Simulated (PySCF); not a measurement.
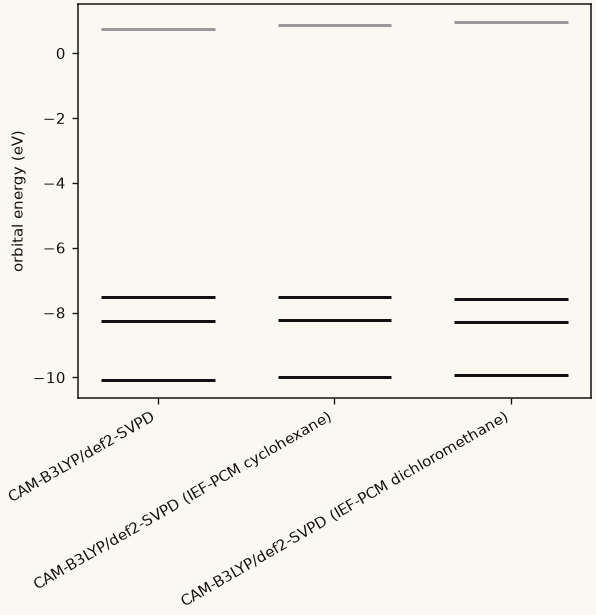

Frontier orbital energies of C₄H₉NSi₂, SMILES [SiH3][SiH2]n1cccc1 at one geometry, PySCF 2.14.0, at a PBE0-D3(BJ)/def2-SVP geometry (no frequency check). Empty levels are grey, levels within 0.1 eV stand side by side; all columns show the same few orbitals around the gap.

> Compare the HOMO-LUMO separations.

The separation grows from 8.26 eV (CAM-B3LYP/def2-SVPD) to 8.53 eV (CAM-B3LYP/def2-SVPD (IEF-PCM dichloromethane)).

```csv
level,HOMO (eV),LUMO (eV),separation (eV)
CAM-B3LYP/def2-SVPD,−7.51,0.75,8.26
CAM-B3LYP/def2-SVPD (IEF-PCM cyclohexane),−7.52,0.86,8.38
CAM-B3LYP/def2-SVPD (IEF-PCM dichloromethane),−7.57,0.96,8.53
```

Caveats, for all or some of the runs: empty levels above zero depend strongly on the basis; one conformer of a flexible molecule.
